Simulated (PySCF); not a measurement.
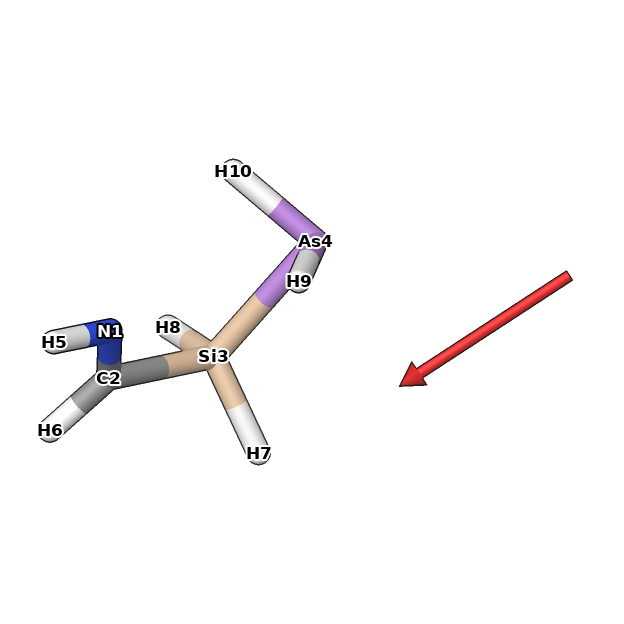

The arrow beside the molecule shows the direction of the dipole moment, from the negative to the positive end (its length means nothing). The geometry was computed by an optimisation with GFN2-xTB. No frequency run is at hand to confirm it as a minimum. Properties computed with PBE0/def2-SVPD, gas phase (PySCF 2.14.0).

**Estimate the dipole moment.**

1.99 D; it points from the side of As4 to the side of H6 (the outermost atoms at the two ends).

The geometry is semi-empirical. Around As, Si such bond lengths and angles can be off by a tenth of an ångström or more and by several degrees, and values that hang on the shape move with them.
